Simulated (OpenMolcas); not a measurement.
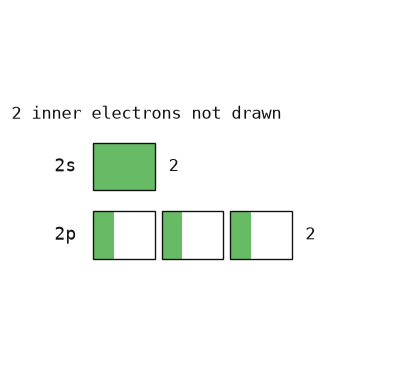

The outer shells of the leading configuration of the lowest level: a box for each of the 2l + 1 orbitals, shaded by the share of the shell that is filled, with the electron count at the right.

**C: multiconfigurational calculation (part 1 of 2)**

- system: C.
- method: state-averaged CASSCF, active space 4 electrons in the shells 2s 2p, basis ANO-L-VQZP, non-relativistic scalar Hamiltonian, spin-orbit coupling by RASSI with atomic mean-field integrals (OpenMolcas)

### Input file
```
&GATEWAY
Coord
1

C 0.0 0.0 0.0
Basis=ANO-L-VQZP
Group=XYZ
NoMove
AngMom=0.0 0.0 0.0
AMFI
&SEWARD
&RASSCF
FileOrb=start.orb
Symmetry=1
Spin=3
nActEl=4 0 0
Inactive=1 0
Ras2=1 3
CIRoot=3 3 1
SDav=6
CIMx=300
Iter=120 100
PrWF=0.3
OrbListing=Nothing
MaxOrb=0
Atom
>>> COPY $Project.JobIph JOB001
&RASSCF
FileOrb=start.orb
Symmetry=1
Spin=1
nActEl=4 0 0
Inactive=1 0
Ras2=1 3
CIRoot=6 6 1
SDav=12
CIMx=300
Iter=120 100
PrWF=0.3
OrbListing=Nothing
MaxOrb=0
Atom
>>> COPY $Project.JobIph JOB002
&RASSCF
FileOrb=start.orb
Symmetry=2
Spin=5
nActEl=4 0 0
Inactive=1 0
Ras2=1 3
CIRoot=1 1 1
SDav=1
CIMx=300
Iter=120 100
PrWF=0.3
OrbListing=Nothing
MaxOrb=0
Atom
>>> COPY $Project.JobIph JOB003
&RASSCF
FileOrb=start.orb
Symmetry=2
Spin=3
nActEl=4 0 0
Inactive=1 0
Ras2=1 3
CIRoot=5 5 1
SDav=9
CIMx=300
Iter=120 100
PrWF=0.3
OrbListing=Nothing
MaxOrb=0
Atom
>>> COPY $Project.JobIph JOB004
&RASSI
NrOfJobIphs=4 3 6 1 5
1 2 3
1 2 3 4 5 6
1
1 2 3 4 5
IphNames
JOB001
JOB002
JOB003
JOB004
EJob
SpinOrbit
DIPRint=1.0
SOCoupling=1000.0
Subsets=2
MEES
Property=10
'ANGMOM' 1 'ANGMOM' 2 'ANGMOM' 3 'MLTPL  1' 1 'MLTPL  1' 2 'MLTPL  1' 3
'AMFI' 1 'AMFI' 2 'AMFI' 3 'MLTPL  2' 6
SOProperty=3
'ANGMOM' 1 'ANGMOM' 2 'ANGMOM' 3
```

The file start.orb holds starting orbitals from an earlier step. A driver script formed the levels outside the program, from RASSI's spin-orbit matrix and the active-space energies, averaged over the components of each term or state.

Launched with:
```bash
OMP_NUM_THREADS=1 MOLCAS_MEM=2252 MOLCAS_PROJECT=a pymolcas a.inp > a.log  # once for each step of the input, in one work folder
```

### Output (extracts)
```
--- SEWARD ---
Basis set label: C.ANO-L...5S4P3D2F.

      Electronic valence basis set:
      ------------------
      Associated Effective Charge   6.000000 au
      Associated Actual Charge      6.000000 au
      Nuclear Model: Point charge

      Shell  nPrim  nBasis  Cartesian Spherical Contaminant
         s      14       5        X
         p       9       4        X
         d       4       3                 X
         f       3       2                 X
                  Atomic mean-field integrals
--- RASSCF ---
Wave function specifications:
      -----------------------------

      Number of closed shell electrons           2
      Number of electrons in active shells       4
      Max number of holes in RAS1 space          0
      Max nr of electrons in RAS3 space          0
      Number of inactive orbitals                1
      Number of active orbitals                  4
      Number of secondary orbitals              41
      Spin quantum number                      1.0
      State symmetry                             1
Orbital specifications:
      -----------------------

      Symmetry species                           1   2
                                                ag  au
      Frozen orbitals                            0   0
      Inactive orbitals                          1   0
      Active orbitals                            1   3
      RAS1 orbitals                              0   0
      RAS2 orbitals                              1   3
      RAS3 orbitals                              0   0
      Secondary orbitals                        18  23
      Deleted orbitals                           0   0
      Number of basis functions                 20  26
      Number of CSFs                             6
      Number of root(s) required                 3
      Iter CI   SX   CI       RASSCF       Energy    max ROT     max BLB   max BLB  Level Ln srch  Step   QN
          iter iter root      energy       change     param      element    value   shift minimum  type update
 Nr of preliminary CI iterations:   1
        1   1    9    0   -37.70503878    0.00E+00  -3.01E-02    1   3 1 -1.46E-02*  0.05   0.00    SX    NO
        2   1    9    0   -37.70579812   -7.59E-04*  1.01E-02    2   3 1 -5.50E-03*  0.07   0.00    SX    NO
        3   1    8    0   -37.70585514   -5.70E-05*  5.09E-03    3   6 2  1.04E-03*  0.06   0.00    SX    NO
        4   1    8    0   -37.70586657   -1.14E-05*  2.28E-03    2   3 1 -7.68E-04*  0.07   0.00    SX    NO
        5   1    8    0   -37.70586910   -2.54E-06* -7.51E-04    2   4 1 -2.41E-04*  0.07   0.68    QN   YES
        6   1    6    0   -37.70586983   -7.22E-07* -1.16E-05    2   3 1 -2.60E-05   0.07   1.00    QN   YES
        7   1    5    0   -37.70586983   -5.80E-10  -5.26E-06    2   3 1 -8.28E-06   0.07   1.41    QN   YES
      Convergence after  7 iterations
        8   1    5    0   -37.70586983   -5.72E-11  -5.26E-06    1   3 1 -1.82E-07   0.07   1.41    QN   YES
      Natural orbitals and occupation numbers for root  1
      sym 1:   1.955614
      sym 2:   0.044386   1.000000   1.000000
      Natural orbitals and occupation numbers for root  2
      sym 1:   1.955614
      sym 2:   1.000000   0.044386   1.000000
      Natural orbitals and occupation numbers for root  3
      sym 1:   1.955614
      sym 2:   1.000000   1.000000   0.044386
::    RASSCF root number  1 Total energy:    -37.70586983
::    RASSCF root number  2 Total energy:    -37.70586983
::    RASSCF root number  3 Total energy:    -37.70586983
--- RASSCF ---
Wave function specifications:
      -----------------------------

      Number of closed shell electrons           2
      Number of electrons in active shells       4
      Max number of holes in RAS1 space          0
      Max nr of electrons in RAS3 space          0
      Number of inactive orbitals                1
      Number of active orbitals                  4
      Number of secondary orbitals              41
      Spin quantum number                      0.0
      State symmetry                             1
Orbital specifications:
      -----------------------

      Symmetry species                           1   2
                                                ag  au
      Frozen orbitals                            0   0
      Inactive orbitals                          1   0
      Active orbitals                            1   3
      RAS1 orbitals                              0   0
      RAS2 orbitals                              1   3
      RAS3 orbitals                              0   0
      Secondary orbitals                        18  23
      Deleted orbitals                           0   0
      Number of basis functions                 20  26
      Number of CSFs                            12
      Number of root(s) required                 6
      Iter CI   SX   CI       RASSCF       Energy    max ROT     max BLB   max BLB  Level Ln srch  Step   QN
          iter iter root      energy       change     param      element    value   shift minimum  type update
 Nr of preliminary CI iterations:   1
        1   1    9    0   -37.64029737    0.00E+00   4.09E-02    3   6 2 -1.22E-02*  0.05   0.00    SX    NO
        2   1    8    0   -37.64151129   -1.21E-03*  1.00E-02    2   3 1  1.05E-02*  0.04   0.00    SX    NO
        3   1    8    0   -37.64160330   -9.20E-05*  4.73E-03    3   6 2 -1.20E-03*  0.04   0.00    SX    NO
        4   1    8    0   -37.64161495   -1.17E-05* -1.56E-03    2   3 1  1.02E-03*  0.04   0.00    SX    NO
        5   1    8    0   -37.64161649   -1.53E-06*  4.62E-04    2   4 1  1.89E-04*  0.04   0.74    QN   YES
        6   1    6    0   -37.64161673   -2.45E-07* -1.78E-05    2   3 1  3.69E-05   0.04   1.02    QN   YES
        7   1    5    0   -37.64161674   -1.22E-09  -5.97E-06    2   3 1  9.87E-06   0.04   1.29    QN   YES
      Convergence after  7 iterations
        8   1    5    0   -37.64161674   -7.10E-11  -5.97E-06    1   3 1  1.54E-07   0.04   1.29    QN   YES
      Natural orbitals and occupation numbers for root  1
      sym 1:   1.956883
      sym 2:   0.045818   0.947862   1.049437
      Natural orbitals and occupation numbers for root  2
      sym 1:   1.956883
      sym 2:   1.098182   0.890441   0.054494
      Natural orbitals and occupation numbers for root  3
      sym 1:   1.956883
      sym 2:   1.296346   0.519182   0.227589
::    RASSCF root number  1 Total energy:    -37.64798401
::    RASSCF root number  2 Total energy:    -37.64798401
::    RASSCF root number  3 Total energy:    -37.64798401
::    RASSCF root number  4 Total energy:    -37.64798401
::    RASSCF root number  5 Total energy:    -37.64798401
::    RASSCF root number  6 Total energy:    -37.60978038
--- RASSCF ---
Wave function specifications:
      -----------------------------

      Number of closed shell electrons           2
      Number of electrons in active shells       4
      Max number of holes in RAS1 space          0
      Max nr of electrons in RAS3 space          0
      Number of inactive orbitals                1
      Number of active orbitals                  4
      Number of secondary orbitals              41
      Spin quantum number                      2.0
      State symmetry                             2
Orbital specifications:
      -----------------------

      Symmetry species                           1   2
                                                ag  au
      Frozen orbitals                            0   0
      Inactive orbitals                          1   0
      Active orbitals                            1   3
      RAS1 orbitals                              0   0
      RAS2 orbitals                              1   3
      RAS3 orbitals                              0   0
      Secondary orbitals                        18  23
      Deleted orbitals                           0   0
      Number of basis functions                 20  26
      Number of CSFs                             1
      Number of root(s) required                 1
      Iter CI   SX   CI       RASSCF       Energy    max ROT     max BLB   max BLB  Level Ln srch  Step   QN
          iter iter root      energy       change     param      element    value   shift minimum  type update
 Nr of preliminary CI iterations:   1
        1   1    9    1   -37.59491350    0.00E+00   4.78E-02    1   2 1 -1.11E-01*  0.04   0.00    SX    NO
        2   1    9    1   -37.59881232   -3.90E-03*  1.76E-02    3   6 2 -6.49E-03*  0.07   0.00    SX    NO
        3   1    9    1   -37.59900209   -1.90E-04* -9.86E-03    3   6 2  3.16E-03*  0.06   0.00    SX    NO
        4   1    9    1   -37.59904983   -4.77E-05*  5.91E-03    3   6 2 -1.84E-03*  0.06   0.00    SX    NO
        5   1    8    1   -37.59906647   -1.66E-05* -2.19E-03    3   6 2  1.09E-03*  0.06   0.63    QN   YES
        6   1    7    1   -37.59907586   -9.39E-06* -5.42E-05    2   5 1  3.02E-05   0.06   1.01    QN   YES
        7   1    5    1   -37.59907587   -2.88E-09  -1.53E-05    2   4 1 -1.30E-05   0.06   0.74    QN   YES
      Convergence after  7 iterations
        8   1    5    1   -37.59907587   -4.06E-10  -1.53E-05    3   6 2 -5.15E-08   0.06   0.74    QN   YES
      Natural orbitals and occupation numbers for root  1
      sym 1:   1.000000
      sym 2:   1.000000   1.000000   1.000000
::    RASSCF root number  1 Total energy:    -37.59907587
--- RASSCF ---
Wave function specifications:
      -----------------------------

      Number of closed shell electrons           2
      Number of electrons in active shells       4
      Max number of holes in RAS1 space          0
      Max nr of electrons in RAS3 space          0
      Number of inactive orbitals                1
      Number of active orbitals                  4
      Number of secondary orbitals              41
      Spin quantum number                      1.0
      State symmetry                             2
Orbital specifications:
      -----------------------

      Symmetry species                           1   2
                                                ag  au
      Frozen orbitals                            0   0
      Inactive orbitals                          1   0
      Active orbitals                            1   3
      RAS1 orbitals                              0   0
      RAS2 orbitals                              1   3
      RAS3 orbitals                              0   0
      Secondary orbitals                        18  23
      Deleted orbitals                           0   0
      Number of basis functions                 20  26
      Number of CSFs                             9
      Number of root(s) required                 5
      Iter CI   SX   CI       RASSCF       Energy    max ROT     max BLB   max BLB  Level Ln srch  Step   QN
          iter iter root      energy       change     param      element    value   shift minimum  type update
 Nr of preliminary CI iterations:   1
        1   1    9    0   -37.38999418    0.00E+00  -5.96E-02    3   6 2 -2.69E-02*  0.06   0.00    SX    NO
        2   1    9    0   -37.39374161   -3.75E-03*  2.34E-02    3   6 2  9.57E-03*  0.02   0.00    SX    NO
        3   1    9    0   -37.39412594   -3.84E-04* -1.15E-02    3   6 2 -4.53E-03*  0.03   0.00    SX    NO
        4   1    8    0   -37.39421462   -8.87E-05*  5.40E-03    3   6 2  2.09E-03*  0.03   0.00    SX    NO
        5   1    8    0   -37.39423362   -1.90E-05*  1.73E-03    3   6 2 -9.93E-04*  0.03   0.68    QN   YES
        6   1    6    0   -37.39423918   -5.57E-06* -1.46E-05    3   6 2 -8.98E-06   0.03   1.01    QN   YES
        7   1    4    0   -37.39423918   -4.17E-10   8.71E-07    2   5 1  6.82E-07   0.03   0.99    QN   YES
      Convergence after  7 iterations
        8   1    4    0   -37.39423918   -1.09E-12   8.71E-07    2   4 1 -1.60E-07   0.03   0.99    QN   YES
      Natural orbitals and occupation numbers for root  1
      sym 1:   1.000000
      sym 2:   1.000000   1.000000   1.000000
      Natural orbitals and occupation numbers for root  2
      sym 1:   1.000000
      sym 2:   1.000000   1.000000   1.000000
      Natural orbitals and occupation numbers for root  3
      sym 1:   1.000000
      sym 2:   1.000000   1.000000   1.000000
::    RASSCF root number  1 Total energy:    -37.39423918
::    RASSCF root number  2 Total energy:    -37.39423918
::    RASSCF root number  3 Total energy:    -37.39423918
::    RASSCF root number  4 Total energy:    -37.39423918
::    RASSCF root number  5 Total energy:    -37.39423918
```

(Continued in part 2.) Outcome of the run: converged.
